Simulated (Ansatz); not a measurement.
**BiRuO4: a trial structure relaxed**

Aim: relax a trial structure of BiRuO4 and see where it ends.

Program: Ansatz 0.2.0. Level of theory: DFT PBE, scalar-relativistic, plane waves, PAW. These are calculated values, not measurements.

## 1. Starting point

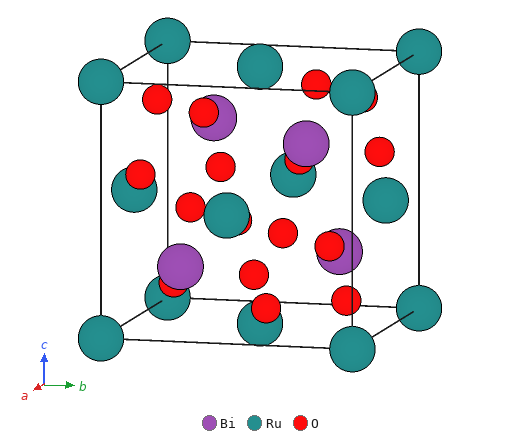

Start, viewed slightly off an axis; bismuth purple, ruthenium teal, oxygen red. Atoms on the faces are drawn again on the opposite ones. The cell drawn here is the conventional one.

As a file:

```
CELL_PARAMETERS angstrom
0.00000 3.36176 3.36176
3.36176 0.00000 3.36176
3.36176 3.36176 0.00000
ATOMIC_POSITIONS crystal
Bi 0.25000 0.25000 0.25000
Ru 0.00000 0.00000 0.00000
O 0.12836 0.62388 0.62388
O 0.62388 0.12836 0.62388
O 0.62388 0.62388 0.12836
O 0.62388 0.62388 0.62388
```

A structure generator made this guess: species swapped into a database cell of HoCdNi4 (F-43m, No. 216), with Ru on the Ho sites, Bi on the Cd sites and O on the Ni sites. The dimensions are guesses.

## 2. Probe: one point on a coarse mesh

input.yaml

```yaml
crystal:
  lattice:
    - [0.0, 3.36176363, 3.36176363]
    - [3.36176363, 0.0, 3.36176363]
    - [3.36176363, 3.36176363, 0.0]
  atoms:
    - { symbol: Bi, position: [0.25, 0.25, 0.25] }
    - { symbol: Ru, position: [0.0, 0.0, 0.0], spin: 1.0 }
    - { symbol: O, position: [0.12836224, 0.62387925, 0.62387925] }
    - { symbol: O, position: [0.62387925, 0.12836224, 0.62387925] }
    - { symbol: O, position: [0.62387925, 0.62387925, 0.12836224] }
    - { symbol: O, position: [0.62387925, 0.62387925, 0.62387925] }
basis:
  ecutwfc: 420
kpoints:
  mp_grid: { grid: [4, 4, 4] }
hamiltonian:
  xc: pbe
scf:
  occupations: { method: gaussian, width: 0.1 }
  lower_state_search: "off"
output:
  forces: true
  stress: true
  eigenvalues: true
  populations: true
magnetization:
  spin_polarized: true
```

On the command line:

```
ansatz run input.yaml --threads 1 --pin off --max-ram 2560MiB --backend cpu --events-out ev --progress --plain --runs-dir out
```

The program printed, shortened:

```text
Warning: RAYON_NUM_THREADS=1 ignored (pool sized by the plan → 1); use --threads N
[...]
Pseudopotentials: kind: paw
Pseudopotential: Bi, paw, valence charge 15, recommended cutoff 420 eV (normal), Bi.paw.azcp
Pseudopotential: Ru, paw, valence charge 16, recommended cutoff 420 eV (normal), Ru.paw.azcp
Pseudopotential: O, paw, valence charge 6, recommended cutoff 420 eV (normal), O.paw.azcp
Functional definition: PBE
[...]
Crystal: 6 atoms, lattice volume = 75.986 Å³
Basis set: ecut = 420 eV, 1459 PW (Γ), exchange–correlation on 64×64×64 points (8 copies of the dense FFT grid, shifted against one another)
Bands: 34, of which v1, the nominal top of the filled ones, is band 28 counted from 1 (27 counted from 0)
Symmetry: 24 space group operations
Space group: F-43m (ITA 216), of the structure as read, at distance tolerance 4.2e-5 Å
Magnetic group: BNS 216.74 (UNI 1576), of the structure as read, at distance tolerance 4.2e-5 Å
k-points: 8 of 64 (time reversal used)
[...]
Starting moments: Σ|m| = 1 μB on 1 of 6 sites
[...]
SCF iter   1: F=—  HF=-20532.976519 eV  |F-HF|=—  |Δ(HF+E_count)|=         —  Δρ=1.25e-1 (↑8.93e-2 ↓1.25e-1)  dr2=5.75e1  dr2_m=3.81e-1  M=0.428 μB ∫|m|=0.479 μB  β_m=0.30  ethr=3.10e-3  ⟨swp⟩=5.8  Hψ=1944  notcnv=0
[...]
spin=Collinear: Kerker preconditioning applied to the charge; magnetization (m = ρ↑ − ρ↓) channel mixes plain (no charge-response kernel on spin).
[...]
SCF converged after 31 iterations
Magnetization: 7.0000 μB (31.0000 up, 24.0000 down)
Absolute magnetization: 7.4069 μB (∫|ρ↑−ρ↓|, with the PAW one-centre terms)
Spin contamination: 0.0795 ħ² per cell (⟨S²⟩ above its minimum at these occupations)
Per-site moments (μB) at R_I (Å): [(-0.08520696817056544, 1.148888730550045), (2.288066648439498, 1.1507631118305726), (1.176984524644442, 0.9717726960997155), (1.1769845246444415, 0.9717726960997155), (1.1769845246444426, 0.9717726960997155), (1.1769845246444421, 0.9717726960997155)]
Free energy (F): -20528.791841 eV
[...]
E sigma→0 (E₀):  -20528.778171 eV
Entropy (-TS):   -0.027340 eV (-4.557 meV/atom)
Fermi energy:    10.894632 eV
[...]
--- Forces (eV/Å), atoms counted from 1 ---
  atom   1  Bi    -0.00000000     0.00000000     0.00000000
  atom   2  Ru     0.00000000    -0.00000000     0.00000000
  atom   3  O      0.09303494    -0.09303494    -0.09303494
  atom   4  O     -0.09303494     0.09303494    -0.09303494
  atom   5  O     -0.09303494    -0.09303494     0.09303494
  atom   6  O      0.09303494     0.09303494     0.09303494
[...]
--- Stress (GPa, compression-positive) ---
       -3.469656      -0.000000       0.000000
        0.000000      -3.469656      -0.000000
        0.000000      -0.000000      -3.469656
  P = ⅓ Tr σ = -3.4697 GPa (-34.697 kbar)
--- Band table (eV; the first three rows and the last of 16) ---
[...]
--- Löwdin populations: 6 sites ---
  site symbol       q [e]    m [muB]
     0     Bi     13.8460    -0.2551
     1     Ru     15.3623     2.3775
     2      O      6.3973     1.2271
     3      O      6.3973     1.2271
     4      O      6.3973     1.2271
     5      O      6.3973     1.2271
  spilling = 0.003680 (of n_electrons = 55.000000)
```

It took 7.4 s on 1 thread of Intel Xeon Platinum 8488C (Sapphire Rapids), shared host; peak memory 0.4 GiB.

Site by site:

```csv
atom,moment in the atom's sphere (μB),Löwdin electrons
Bi1,-0.09,13.85
Ru2,2.29,15.36
O3,1.18,6.40
O4,1.18,6.40
O5,1.18,6.40
O6,1.18,6.40
```

The Löwdin counts miss 0.20 of the 55 electrons, which the atomic orbitals do not span, so they are no charges.

From the probe: pressure -3.5 GPa, largest force 0.16 eV/Å, gap on this mesh none (metal). The relaxation goes to the converged mesh at once.

## 3. Final relaxation

input.yaml

```yaml
crystal:
  lattice:
    - [0.0, 3.36176363, 3.36176363]
    - [3.36176363, 0.0, 3.36176363]
    - [3.36176363, 3.36176363, 0.0]
  atoms:
    - { symbol: Bi, position: [0.25, 0.25, 0.25] }
    - { symbol: Ru, position: [0.0, 0.0, 0.0], spin: 2.52 }
    - { symbol: O, position: [0.12836224, 0.62387925, 0.62387925], spin: 1.29 }
    - { symbol: O, position: [0.62387925, 0.12836224, 0.62387925], spin: 1.29 }
    - { symbol: O, position: [0.62387925, 0.62387925, 0.12836224], spin: 1.29 }
    - { symbol: O, position: [0.62387925, 0.62387925, 0.62387925], spin: 1.29 }
basis:
  ecutwfc: 420
kpoints:
  mp_grid: { grid: [10, 10, 10] }
hamiltonian:
  xc: pbe
scf:
  occupations: { method: gaussian, width: 0.1 }
output:
  forces: true
  stress: true
  eigenvalues: true
  populations: true
  write_density: true
  write_potential: true
  elf: true
  volumetric_format: npy
magnetization:
  spin_polarized: true
relax:
  adjacent_minimum: "off"
  f_tol: 0.01
  max_steps: 80
  cell: { stress_tol: 0.05 }
```

On the command line:

```
ansatz run input.yaml --threads 1 --pin off --max-ram 2560MiB --backend cpu --events-out ev --progress --plain --runs-dir out
```

The program printed:

```text
Warning: RAYON_NUM_THREADS=1 ignored (pool sized by the plan → 1); use --threads N
Engine: ansatz 0.2.0, x86_64-unknown-linux-gnu
[... 5 set-up lines as earlier in the session ...]
  parameter kappa = 0.804
  parameter beta = 0.06672455060314922
  exchange = pbe_x(kappa = kappa, mu = beta*pi^2/3)
  correlation = pbe_c(beta = beta)
Crystal: 6 atoms, lattice volume = 75.986 Å³
Basis set: ecut = 420 eV, 1459 PW (Γ), exchange–correlation on 64×64×64 points (8 copies of the dense FFT grid, shifted against one another)
Bands: 38, of which v1, the nominal top of the filled ones, is band 28 counted from 1 (27 counted from 0)
[... 2 set-up lines as earlier in the session ...]
Magnetic group: BNS 216.74 (UNI 1576), of the structure as read, at distance tolerance 4.2e-5 Å
k-points: 47 of 1000 (time reversal used)
Non-local potential: Bi, projectors of the file, l = 0: 2, l = 1: 2, l = 2: 2, l = 3: 2
Non-local potential: Ru, projectors of the file, l = 0: 3, l = 1: 2, l = 2: 2, l = 3: 1
Non-local potential: O, projectors of the file, l = 0: 2, l = 1: 2, l = 2: 1
PAW form: soft (Blöchl's): semilocal exchange-correlation on the pseudo side does not see the compensation charge
PAW one-centre angular grid: Bi, 590 points (default); XC on 64 Gauss nodes
PAW one-centre angular grid: Ru, 590 points (default); XC on 64 Gauss nodes
PAW one-centre angular grid: O, 110 points (default); XC on 64 Gauss nodes
Initial density: superposition of atomic densities (chi_scale 0.1, normalization cell, long waves kept (reshape's long-wave potential 0.03 eV rms))
Starting moments: Σ|m| = 7.68 μB on 5 of 6 sites
Initial wavefunctions: pseudopotential atomic-orbital guess
Functional: x = pbe(κ = 0.804, μ = 0.2195149727645171), c = pbe(β = 0.06672455060314922)
SCF iter   1: F=—  HF=-20530.291080 eV  |F-HF|=—  |Δ(HF+E_count)|=         —  Δρ=5.95e-2 (↑4.29e-2 ↓5.95e-2)  dr2=1.07e1  dr2_m=2.20e-1  M=6.363 μB ∫|m|=6.706 μB  β_m=0.30  ethr=3.10e-3  ⟨swp⟩=8.8  Hψ=14871  notcnv=0
Mixer restart at iter 1: flushing history
preconditioner: auto → Kerker (q_TF=auto, 2.585 Å⁻¹)  [metal: Δε(μ)=0.004 eV  Ē_g=14.602 eV  σ=0.100 eV  W_gap=0.02  n_scr=14 (ndim 8)  ℏωp=29.2 eV  f_vac=0.000  D(μ)=6.94/eV (n_scr^D=64)]
spin=Collinear: Kerker preconditioning applied to the charge; magnetization (m = ρ↑ − ρ↓) channel mixes plain (no charge-response kernel on spin).
SCF iter   2: F=—  HF=-20528.854128 eV  |F-HF|=—  |Δ(HF+E_count)|=    1.44e0  Δρ=3.70e-2 (↑2.11e-2 ↓3.70e-2)  dr2=3.65e0  dr2_m=2.03e-1  M=6.608 μB ∫|m|=6.944 μB  β_m=0.48  ethr=3.10e-3  ⟨swp⟩=2.4  Hψ=6270  notcnv=0  defer=270
SCF iter   3: F=—  HF=-20528.212032 eV  |F-HF|=—  |Δ(HF+E_count)|=   6.42e-1  Δρ=1.76e-2 (↑1.76e-2 ↓1.09e-2)  dr2=2.35e-1  dr2_m=8.28e-2  M=6.995 μB ∫|m|=7.287 μB  β_m=0.74  ethr=3.10e-3  ⟨swp⟩=2.6  Hψ=6287  notcnv=0  defer=290
SCF iter   4: F=—  HF=-20528.777813 eV  |F-HF|=—  |Δ(HF+E_count)|=         —  Δρ=1.18e-2 (↑3.73e-3 ↓1.18e-2)  dr2=1.37e-1  dr2_m=3.60e-2  M=7.000 μB ∫|m|=7.371 μB  β_m=0.74  ethr=4.28e-4  ⟨swp⟩=2.0  Hψ=6895  notcnv=0  defer=295
Mixer restart at iter 4: flushing history
SCF iter   5: F=—  HF=-20528.827331 eV  |F-HF|=—  |Δ(HF+E_count)|=   4.95e-2  Δρ=5.05e-3 (↑3.24e-3 ↓5.05e-3)  dr2=3.97e-2  dr2_m=7.97e-3  M=7.000 μB ∫|m|=7.384 μB  β_m=0.87  ethr=2.49e-4  ⟨swp⟩=2.4  Hψ=5662  notcnv=0  defer=303
SCF iter   6: F=—  HF=-20528.815502 eV  |F-HF|=—  |Δ(HF+E_count)|=   1.18e-2  Δρ=1.78e-3 (↑9.67e-4 ↓1.78e-3)  dr2=2.53e-3  dr2_m=6.71e-4  M=7.000 μB ∫|m|=7.396 μB  β_m=0.93  ethr=7.23e-5  ⟨swp⟩=1.5  Hψ=4314  notcnv=0  defer=303
SCF iter   7: F=—  HF=-20528.819859 eV  |F-HF|=—  |Δ(HF+E_count)|=   4.36e-3  Δρ=9.30e-4 (↑2.84e-4 ↓9.30e-4)  dr2=8.52e-4  dr2_m=1.41e-4  M=7.000 μB ∫|m|=7.398 μB  β_m=0.97  ethr=4.60e-6  ⟨swp⟩=2.0  Hψ=5808  notcnv=0  defer=302
SCF iter   8: F=—  HF=-20528.820475 eV  |F-HF|=—  |Δ(HF+E_count)|=   6.16e-4  Δρ=1.40e-4 (↑8.64e-5 ↓1.40e-4)  dr2=4.03e-5  dr2_m=2.80e-6  M=7.000 μB ∫|m|=7.398 μB  β_m=0.98  ethr=1.55e-6  ⟨swp⟩=2.0  Hψ=5711  notcnv=0  defer=302
SCF iter   9: F=—  HF=-20528.820474 eV  |F-HF|=—  |Δ(HF+E_count)|=   1.21e-6  Δρ=3.12e-5 (↑3.12e-5 ↓2.67e-5)  dr2=1.90e-6  dr2_m=4.66e-8  M=7.000 μB ∫|m|=7.399 μB  β_m=0.99  ethr=7.32e-8  ⟨swp⟩=2.1  Hψ=5935  notcnv=0  defer=301
SCF iter  10: F=—  HF=-20528.820474 eV  |F-HF|=—  |Δ(HF+E_count)|=   6.96e-7  Δρ=9.46e-6 (↑7.91e-6 ↓9.46e-6)  dr2=2.36e-7  dr2_m=9.02e-9  M=7.000 μB ∫|m|=7.399 μB  β_m=1.00  ethr=3.45e-9  ⟨swp⟩=2.0  Hψ=5439  notcnv=0  defer=301
SCF iter  11: F=—  HF=-20528.820474 eV  |F-HF|=—  |Δ(HF+E_count)|=   6.47e-8  Δρ=2.77e-6 (↑2.04e-6 ↓2.77e-6)  dr2=2.09e-8  dr2_m=3.25e-10  M=7.000 μB ∫|m|=7.399 μB  β_m=1.00  ethr=4.29e-10  ⟨swp⟩=2.3  Hψ=5366  notcnv=0  defer=301
SCF iter  12: F=-20528.820474 eV  HF=-20528.820474 eV  |F-HF|=2.11e-8  |Δ(HF+E_count)|=   8.99e-9  Δρ=3.32e-6 (↑8.65e-7 ↓3.32e-6)  dr2=2.38e-8  dr2_m=1.30e-9  M=7.000 μB ∫|m|=7.399 μB  ethr=3.80e-11  ⟨swp⟩=12.0  Hψ=23732  notcnv=0
SCF 1 converged in 12 iterations: F = -20528.820474 eV  dr2 = 2.38e-8
relax step   1: F+E_penalty+E_count = -20528.82047439 eV  Δ(F+E_penalty+E_count) = +0.000e0 eV  max|allowed force component| = 1.003e-1 eV/Å  Δτ_max = 0.0000 Å  P = -3.652 GPa  Ω = 75.986 Å³  (12 SCF iters, dr2 threshold 1.00e-7 eV, accepted)
[... from here on, the SCF cycles and remarks between the steps are left out ...]
relax step   2: F+E_penalty+E_count = -20528.84880552 eV  Δ(F+E_penalty+E_count) = -2.833e-2 eV  max|allowed force component| = 2.854e-2 eV/Å  Δτ_max = 0.0161 Å  P = +4.001 GPa  Ω = 71.545 Å³  energy of the carried Pulay correction = +1.985e-2 eV  (9 SCF iters, dr2 threshold 6.00e-7 eV, accepted)
relax step   3: F+E_penalty+E_count = -20528.86428228 eV  Δ(F+E_penalty+E_count) = -1.548e-2 eV  max|allowed force component| = 3.127e-2 eV/Å  Δτ_max = 0.0021 Å  P = -0.088 GPa  Ω = 73.712 Å³  energy of the carried Pulay correction = +1.001e-2 eV  (9 SCF iters, dr2 threshold 6.00e-7 eV, accepted)
relax step   4: F+E_penalty+E_count = -20528.86508561 eV  Δ(F+E_penalty+E_count) = -8.033e-4 eV  max|allowed force component| = 1.118e-3 eV/Å  Δτ_max = 0.0051 Å  P = -0.011 GPa  Ω = 73.654 Å³  energy of the carried Pulay correction = +1.027e-2 eV  (8 SCF iters, dr2 threshold 6.11e-8 eV, accepted)
relax step   5: F+E_penalty+E_count = -20528.85630862 eV  Δ(F+E_penalty+E_count) = +8.777e-3 eV  max|allowed force component| = 1.176e-3 eV/Å  Δτ_max = 0.0000 Å  P = -0.217 GPa  Ω = 73.654 Å³  stress off target by 2.17e-1 GPa  SCF on the basis re-selected at this cell (its energy is not comparable with the rows above)  (12 SCF iters)
relax step   6: F+E_penalty+E_count = -20528.85692854 eV  Δ(F+E_penalty+E_count) = -6.199e-4 eV  max|allowed force component| = 3.467e-5 eV/Å  Δτ_max = 0.0001 Å  P = -0.008 GPa  Ω = 73.534 Å³  energy of the carried Pulay correction = +5.352e-4 eV  (5 SCF iters, dr2 threshold 1.17e-7 eV, accepted)
relax step   7: F+E_penalty+E_count = -20528.85643693 eV  Δ(F+E_penalty+E_count) = +4.916e-4 eV  max|allowed force component| = 4.034e-5 eV/Å  Δτ_max = 0.0000 Å  P = -0.014 GPa  Ω = 73.534 Å³  stress off target by 1.39e-2 GPa  SCF on the basis re-selected at this cell (its energy is not comparable with the rows above)  (9 SCF iters)
basis re-selected at this cell: Δ(F+E_penalty+E_count) = +4.916e-4 eV, ΔP = -0.006 GPa vs the last step (what re-selecting the basis moved, of the pressure what is left beyond the Pulay correction that the steps carried, after the strain that the cell walked since its last selection, with what the two solves' SCF thresholds leave and, on support functions, any second-order correction that the steps lacked; it is no measure of the basis error at this ecutwfc). This SCF's stress stands 1.39e-2 GPa from its target on what of the cell is left free (relax.cell.stress_tol is 5.00e-2 GPa) and its largest allowed force component is 4.03e-5 eV/Å (relax.f_tol is 1.00e-2 eV/Å): within both
SCF converged after 9 iterations
Magnetization: 7.0000 μB (31.0000 up, 24.0000 down)
Absolute magnetization: 7.3448 μB (∫|ρ↑−ρ↓|, with the PAW one-centre terms)
Spin contamination: 0.0702 ħ² per cell (⟨S²⟩ above its minimum at these occupations)
Per-site moments (μB) at R_I (Å): [(-0.06998836161907503, 1.1377391807001087), (2.2842926301530233, 1.1368908663905324), (1.167111978866456, 0.9659243968460021), (1.167111978866456, 0.9659243968460021), (1.1671119788664563, 0.9659243968460023), (1.167111978866455, 0.9659243968460024)]
Free energy (F): -20528.856437 eV
Harris-Foulkes:  -20528.856437 eV  (|F-HF|=1.82e-11)
Internal energy: -20528.842049 eV  (E = F + TS)
E sigma→0 (E₀):  -20528.849243 eV
Entropy (-TS):   -0.014388 eV (-2.398 meV/atom)
Fermi energy:    11.474412 eV
--- Per-component energies (eV) ---
  E_band       = -222.664756
  E_kinetic    = 1492.779761
  E_local      = -3800.678189  (includes V_loc(G=0)·N_el)
  E_nonlocal   = 1109.712350
  E_hartree    = 1186.888160
  E_xc         = -627.832516
  E_vxc        = -747.541259  (∫ρ·V_xc dr)
  E_paw        = -14755.081498  (= ΣΔE_a)
  E_vpaw       = -650.721950  (= ΣTr[D̂ρ^β])
  E_aug_tail   = 0.008317  (compensation charges beyond the density's cutoff)
  E_ewald      = -5134.638434
  E_smearing   = -0.014388  (= −TS)
  E_closure    = 0.000000  (closes the sum)
  Σ components = -20528.856437   (vs F -20528.856437, Δ=0.00e0)
--- Forces (eV/Å), atoms counted from 1 ---
  atom   1  Bi    -0.00000000     0.00000000    -0.00000000
  atom   2  Ru     0.00000000    -0.00000000    -0.00000000
  atom   3  O     -0.00004034     0.00004034     0.00004034
  atom   4  O      0.00004034    -0.00004034     0.00004034
  atom   5  O      0.00004034     0.00004034    -0.00004034
  atom   6  O     -0.00004034    -0.00004034    -0.00004034
  max |Σ_I F_I| component: 2.28e-16 eV/Å
--- Stress (GPa, compression-positive) ---
       -0.013895       0.000000       0.000000
        0.000000      -0.013895      -0.000000
        0.000000      -0.000000      -0.013895
  P = ⅓ Tr σ = -0.0139 GPa (-0.139 kbar)
--- Band table (eV; the first three rows and the last of 94) ---
  k-point 0 ↑: bands = ["-61.6722", "-31.7427", "-31.7427", "-31.7427", "-11.4651", "-11.4651", "-11.4651", "-11.4333", "-11.4333", "-8.4374", "-5.6942", "-5.6942", "-5.6942", "1.6868", "5.1159", "5.5993", "5.5993", "5.5993", "6.6138", "6.6138", "9.6819", "9.6819", "9.6819", "10.3249", "10.3249", "10.3249", "10.7855", "10.7855", "11.1503", "11.1503", "11.1503", "14.2915", "14.2915", "14.2915", "16.2746", "21.9380", "21.9380", "21.9380"]
[... 3 lines left out ...]
--- Relaxed structure (5 steps of the walk, 5 accepted, 2 SCFs on fresh bases) ---
  F+E_penalty+E_count = -20528.85643693 eV   max|allowed force component| = 4.034e-5 eV/Å   (the final SCF, on the basis selected at the relaxed cell)
  cell:  # Å, volume = 73.5341 Å³
    - [-2.5286167785360122e-33, 3.3252132734731945, 3.3252132734731945]
    - [3.3252132734731945, -6.910617948043105e-33, 3.3252132734731945]
    - [3.3252132734731945, 3.3252132734731945, -5.082653047012358e-33]
  atoms:
    - { symbol: Bi, position: [0.25, 0.25, 0.25] }
    - { symbol: Ru, position: [2.4350630650835267e-17, 2.4092622702195404e-17, 2.430762932606195e-17] }
    - { symbol: O, position: [0.12346159066331319, 0.6255128031122289, 0.625512803112229] }
    - { symbol: O, position: [0.6255128031122289, 0.12346159066331319, 0.625512803112229] }
    - { symbol: O, position: [0.6255128031122289, 0.6255128031122289, 0.12346159066331319] }
    - { symbol: O, position: [0.6255128031122289, 0.6255128031122289, 0.6255128031122289] }
--- Löwdin populations: 6 sites ---
  site symbol       q [e]    m [muB]
     0     Bi     13.8318    -0.2242
     1     Ru     15.3568     2.3809
     2      O      6.4012     1.2178
     3      O      6.4012     1.2178
     4      O      6.4012     1.2178
     5      O      6.4012     1.2178
  spilling = 0.003755 (of n_electrons = 55.000000)
```

It took 2.5 min on 1 thread of Intel Xeon Platinum 8488C (Sapphire Rapids), shared host; peak memory 0.56 GiB.

The steps of the relaxation:

```csv
step,E - E(step 1) (eV/cell),largest force component (eV/Å),pressure (GPa),volume (Å³)
1,0.0000,0.1003,-3.65,75.99
2,-0.0283,0.0285,4.00,71.54
3,-0.0438,0.0313,-0.09,73.71
4,-0.0446,0.0011,-0.01,73.65
5,-0.0358,0.0012,-0.22,73.65
6,-0.0365,0.0000,-0.01,73.53
7,-0.0360,0.0000,-0.01,73.53
```

Step 1 is the start. Steps 5, 7 each repeat the geometry before them on a plane-wave basis chosen anew, so the energy can jump there without any move.

Lengths and angles in the start's conventional setting:

|  | before | after | change |
| --- | --- | --- | --- |
| a (Å) | 6.724 | 6.650 | -1.1 % |
| b (Å) | 6.724 | 6.650 | -1.1 % |
| c (Å) | 6.724 | 6.650 | -1.1 % |
| volume (Å³/atom) | 12.66 | 12.26 | -3.2 % |
| shortest distance (Å) | 2.356 | 2.342 | -0.6 % |
| space group (0.01 Å) | F-43m | F-43m | same |

The run keeps the 24 symmetry operations of the start, so it could not have lowered the symmetry.

By site:

```csv
atom,moment in the atom's sphere (μB),Löwdin electrons
Bi1,-0.07,13.83
Ru2,2.28,15.36
O3,1.17,6.40
O4,1.17,6.40
O5,1.17,6.40
O6,1.17,6.40
```

The Löwdin counts miss 0.21 of the 55 electrons, which the atomic orbitals do not span, so they are no charges.

Axes a, b and c in the maps are those of this run's conventional cell (a, b, c = 6.650, 6.650, 6.650 Å).

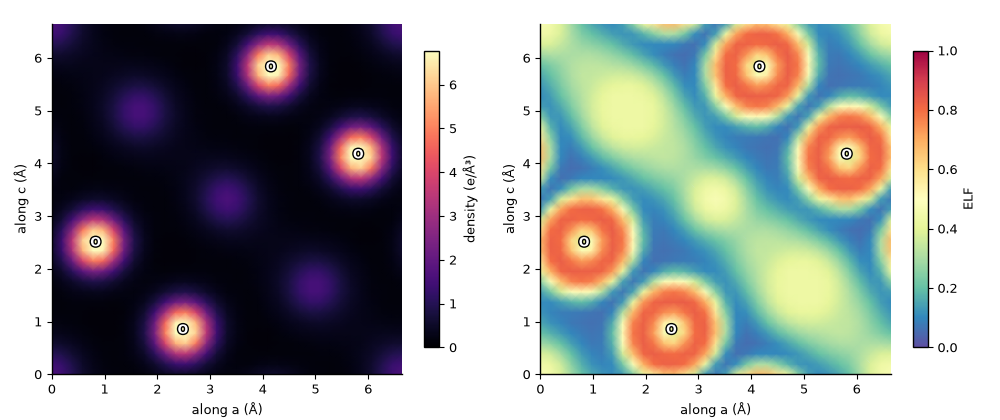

Density (left) and ELF (right) in a lattice plane of the grid's cell (edges 6.65 and 6.65 Å, at 0.126 of the third edge), which holds O. Only atoms in the plane are labelled. Both are smooth fields of the valence electrons: close to the nuclei they are not physical.

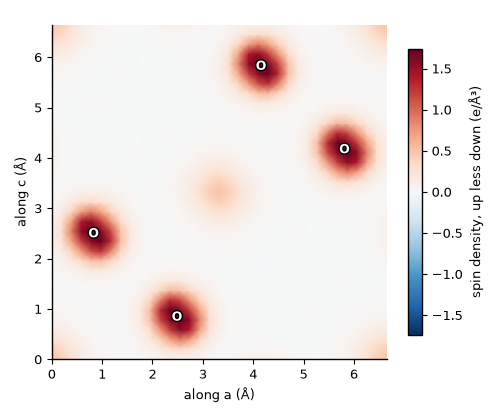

Spin density in a lattice plane of the grid's cell (edges 6.65 and 6.65 Å, at 0.126 of the third edge), which holds O.

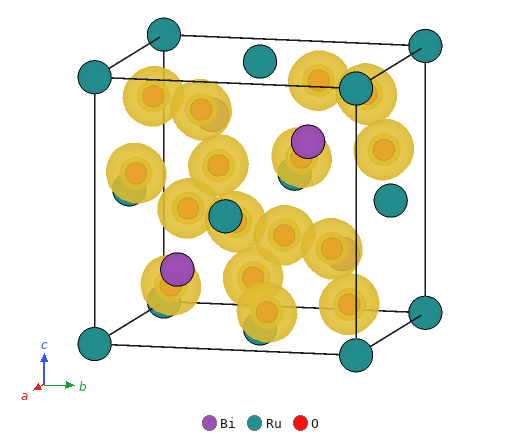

Surface of ELF = 0.77, drawn in one cell.

The highest ELF values outside the cores: 0.83 in the shell around O, 0.6 Å from O.

## 4. Outcome

| quantity | value |
| --- | --- |
| symmetry at the end (tolerance 0.05 Å) | space group F-43m (No. 216) |
| conventional cell | a = 6.650 Å, b = 6.650 Å, c = 6.650 Å, α = 90.00°, β = 90.00°, γ = 90.00° |
| volume | 12.26 Å³/atom |
| energy over the elements (uncorrected; H, N, O, F and Cl as molecules) | +1.04 eV/atom |
| gap on the mesh | none (metal) |
| total moment | 7.00 μB/cell |

The space group F-43m (No. 216) is kept, and the volume per atom shrinks by 3.2 % from the first guess. With a positive formation energy it can't be a ground state. No finished test with a distortion of lower symmetry is shown, so the end may be a saddle point. Spin-orbit coupling is left out for Bi. Other magnetic orders were not searched.
